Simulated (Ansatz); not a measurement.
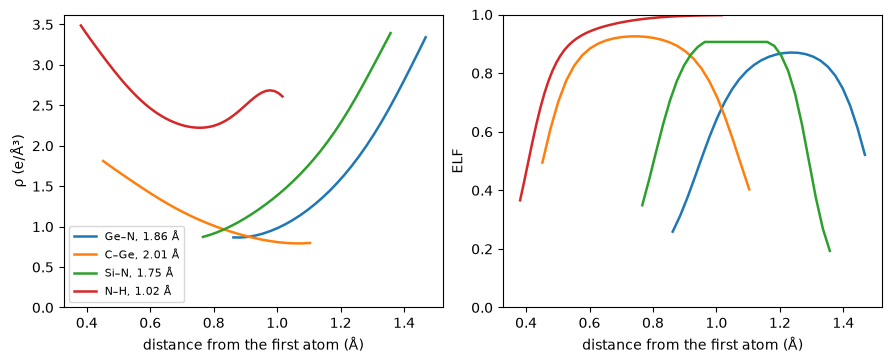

Figure 1: CH$_{7}$GeNSi (SMILES [CH3]/[Ge-]=[NH+]\[SiH3]). Electron density and ELF along straight lines between neighbouring atoms. The curves leave out the atomic cores.

Geometry: PBE0-D3(BJ)/pcseg-1.

Theory: Ansatz, isolated molecule in a Gaussian basis; Kohn-Sham density functional theory, functional PBE0.

```csv
atom,x (Å),y (Å),z (Å)
C,0.2045,-0.0225,0.5222
Ge,0.8780,0.9550,2.1395
N,1.5748,-0.5376,3.0118
Si,1.6255,-2.2309,2.5674
H,-0.2740,0.6743,-0.1762
H,-0.5333,-0.7895,0.8005
H,1.0270,-0.5265,-0.0067
H,2.0022,-0.3195,3.9081
H,0.2552,-2.7946,2.3834
H,2.3119,-2.9783,3.6624
H,2.3747,-2.4454,1.2938
```

**Compare the contacts.**

Ge–N (1.86 Å): the density is about 0.89 e/Å³ at the midpoint; the ELF peaks at about 0.85 in the valence shell of N, 0.6 Å from its nucleus, and is about 0.45 at the midpoint.
C–Ge (2.01 Å): the density is about 0.81 e/Å³ at the midpoint; the ELF peaks at about 0.95 in the valence shell of C, 0.8 Å from its nucleus, and is about 0.70 at the midpoint.
Si–N (1.75 Å): the density is about 1.1 e/Å³ at the midpoint; the ELF peaks at about 0.90 between the atoms; a shared but strongly polarised pair.
N–H (1.02 Å): ρ at the midpoint is about 2.8 e/Å³; the ELF climbs to about 1 towards the hydrogen, as it does in any bond to H: an ordinary covalent bond to hydrogen.
